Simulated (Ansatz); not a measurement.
Coordinates of C₆H₉ClHfO₂, SMILES C[C@]12[C@@H]3[C@@H]4[C@@H]5[C@H]1[Hf]2345([OH])([OH])[Cl], singlet (Å):

```xyz
19

C      2.0144    -0.9687    -1.1112
C      0.6946    -0.2930    -0.9528
C     -0.5697    -0.9147    -0.8964
C     -1.5661     0.0864    -0.8030
C     -0.9169     1.3398    -0.8160
C      0.4708     1.1067    -0.8884
Hf    -0.3158     0.2167     1.3428
O     -0.9861    -1.4093     2.1337
O     -1.2849     1.6186     2.2400
Cl     1.9365     0.4153     2.1370
H      2.3063    -0.9856    -2.1655
H      1.9779    -2.0014    -0.7607
H      2.7940    -0.4505    -0.5517
H     -0.7439    -1.9812    -0.9091
H     -2.6316    -0.0798    -0.7336
H     -1.3970     2.3043    -0.7442
H      1.2448     1.8611    -0.8845
H     -1.2790    -2.3130     2.0790
H     -1.7484     2.4483     2.2847
```

Kohn-Sham orbital energies near the frontier, B3LYP/def2-TZVPP, the Ansatz code 0.2.0, at a PBE0-D4/def2-TZVP geometry (no frequency check), isolated molecule; empty levels in grey, levels within 0.03 eV side by side.

Where do the frontier orbitals lie?

HOMO at −6.91 eV, LUMO at −0.48 eV, 6.43 eV apart.

How far below the HOMO does the next level lie?

0.23 eV.

List the levels.

| orbital | energy (eV) |
| --- | --- |
| LUMO+2 | −0.11 |
| LUMO+1 | −0.39 |
| LUMO | −0.48 |
| HOMO | −6.91 |
| HOMO−1 | −7.14 |
| HOMO−2 | −8.03 |
| HOMO−3 | −8.24 |
| HOMO−4 | −8.58 |
| HOMO−5 | −9.01 |
| HOMO−6 | −9.27 |

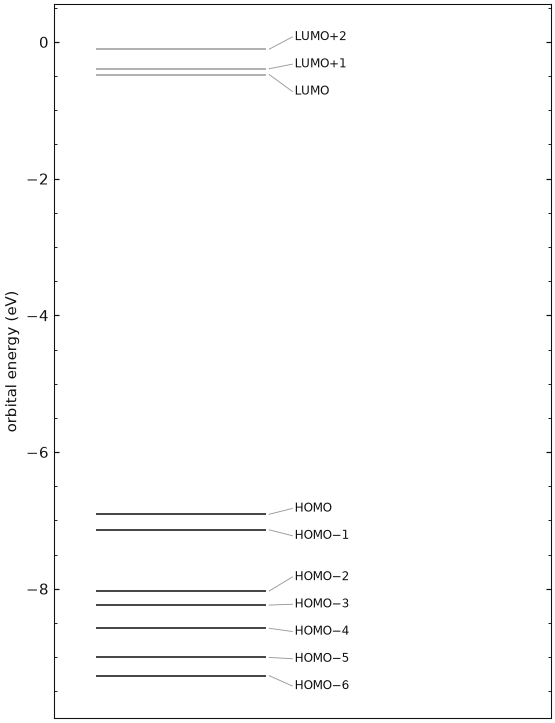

Caveats: core potentials past krypton; spin-orbit coupling is left out, and with Hf it can shift these levels and split any degenerate set; empty levels above zero depend strongly on the basis.
